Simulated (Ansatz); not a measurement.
# Calculations on BSiN2H6F

**1. Relaxation**

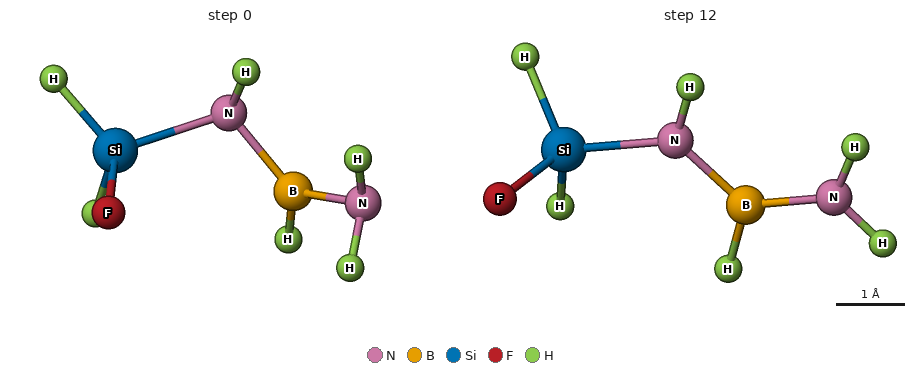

The structure of BSiN2H6F before (left) and after (right) a relaxation, at one scale.

The picture is a ball-and-stick view, seen from a free direction.

The run prepares an end point of a later path (torsion) calculation, from a guessed geometry.

All numbers below come from Ansatz, RKS PBE-D4/def2-SVP. (no spin polarisation; force threshold 0.015 eV/Å; at most 40 steps)

**Describe what moved and what it gained.**

After 12 geometry steps the energy has fallen by 1.243 eV. Largest force component: 3.3 eV/Å at the start, 0.0073 eV/Å at the end. The atom that moves furthest after the best rigid fit is an H atom (1.38 Å). By element the largest moves are H 1.38 Å, F 1.11 Å, N 0.80 Å, B 0.50 Å, Si 0.21 Å. Near-neighbour distances that change, for instance: H–Si 1.401 → 1.500 Å, B–H 1.137 → 1.219 Å, B–N 1.489 → 1.411 Å, H–N 1.093 → 1.026 Å. Among the angles between lasting bonds that change: B–N–H 106.7° → 121.8°, B–N–Si 111.3° → 125.3°, H–N–H 102.9° → 113.5°.

**2. Relaxation**

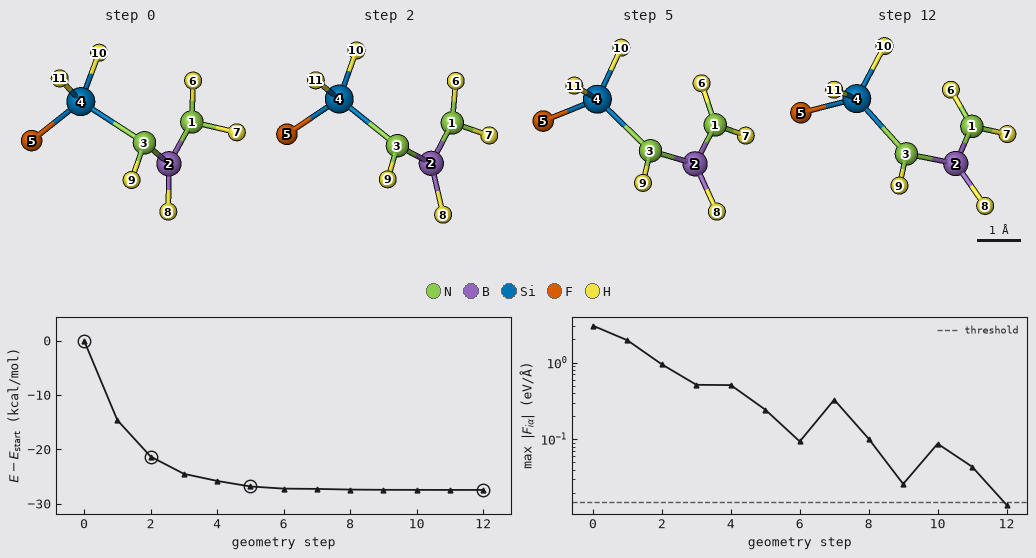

Frames of a relaxation of BSiN₂H₆F, marked on the history of the run. Style: ball-and-stick. Shown at a tilt.

The run prepares an end point of a later path (torsion) calculation, from a guessed geometry.

The calculation used RKS PBE-D4/def2-SVP (Ansatz). Settings: no spin polarisation; force threshold 0.015 eV/Å; at most 40 steps.

> Describe the path.

The atom that moves furthest after the best rigid fit is H8 (1.11 Å). Largest moves by element: H 1.11 Å, F 0.69 Å, N 0.51 Å, B 0.29 Å, Si 0.08 Å. Some distances before and after: Si4–H11 1.401 → 1.499 Å, B2–H8 1.137 → 1.220 Å, N1–B2 1.489 → 1.410 Å, N1–H7 1.085 → 1.018 Å. Among the angles between lasting bonds that change: B2–N3–Si4 111.3° → 130.0°, B2–N1–H7 106.7° → 121.4°, B2–N1–H6 114.5° → 125.3°. Over 12 geometry steps the energy falls by 27.5 kcal/mol. The largest force component goes from 3 to 0.014 eV/Å. From step 0 to 2: H8 moves most (0.39 Å), energy −21.3 kcal/mol. From step 2 to 5: H6 moves most (0.46 Å), energy −5.50 kcal/mol. From step 5 to 12: H6 moves most (0.34 Å), energy −0.64 kcal/mol.

```
step  E − E(0), kcal/mol  largest force component, eV/Å
   0                0.00                         3.0276
   1              -14.63                         1.9509
   2              -21.32                         0.9457
   3              -24.50                         0.5118
   4              -25.80                         0.5070
   5              -26.82                         0.2421
   6              -27.22                         0.0931
   7              -27.27                         0.3268
   8              -27.39                         0.1009
   9              -27.44                         0.0259
  10              -27.45                         0.0870
  11              -27.46                         0.0436
  12              -27.46                         0.0138
```

**3. Path**

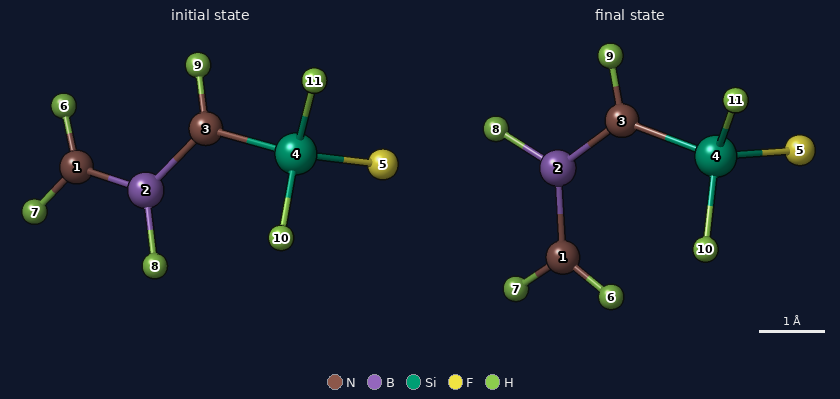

The two relaxed end points of a path for BSiN₂H₆F. A ball-and-stick model, seen at a tilt.

Computed with RKS PBE-D4/def2-SVP (Ansatz).

Set-up: 9 movable images; climbing image; force threshold 0.05 eV/Å; iteration limit 60.

Start:
```xyz
11

N    -0.7785    1.4677    1.4958
B    -0.7065    0.4548    0.5165
N     0.5397   -0.0866    0.0334
Si    0.6978   -1.2560   -1.2403
F     0.9197   -0.5454   -2.7060
H     0.0289    1.9157    1.9300
H    -1.6702    1.8267    1.8308
H    -1.7472    0.0078    0.0653
H     1.4107    0.2995    0.4133
H    -0.5579   -2.0618   -1.3205
H     1.9286   -2.0792   -0.9975
```

End:
```xyz
11

N    -1.3394    0.9275    0.7921
B     0.0443    0.7861    1.0248
N     0.9070   -0.0612    0.2272
Si    0.5309   -1.0684   -1.1323
F     0.6972   -0.2827   -2.5659
H    -1.8637    0.4590    0.0529
H    -1.9190    1.5161    1.3864
H     0.5374    1.4078    1.9512
H     1.8933   -0.0257    0.4972
H    -0.9052   -1.4899   -1.0402
H     1.4824   -2.2255   -1.1727
```

What barrier does the band find between them, and by what path?

Forward barrier 0.49 eV, backward barrier 0.47 eV, with image 5 at the top; the reaction energy is +0.03 eV. The motion is a rotation about the B2–N3 bond by about 175°. No bond forms or breaks between the ends. Bond angles that change up to the highest image, for instance: N3–B2–H8 118.4° → 121.9°, B2–N3–H9 117.9° → 115.2°. The band converged in 12 iterations. The largest component of the band force went from 43 to 0.036 eV/Å. The climbing image converged on the top of the path. Its vibrational analysis gives one imaginary mode (344i cm⁻¹), as a transition state must have.

Energies of the converged images:

```csv
image,path (Å),E (eV)
0,0.00,0.000
1,0.63,0.030
2,1.25,0.117
3,1.88,0.247
4,2.51,0.399
5,3.13,0.495
6,3.98,0.311
7,4.82,0.101
8,5.66,0.044
9,6.51,0.040
10,7.35,0.026
```

The geometry at the top of the path:

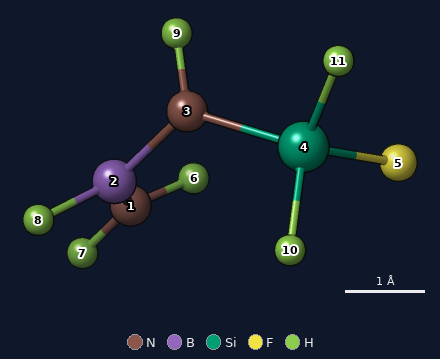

Cost: 3.6 min on 2 threads of Arm Neoverse V1, with other jobs on the host, peak memory 0.14 GiB.
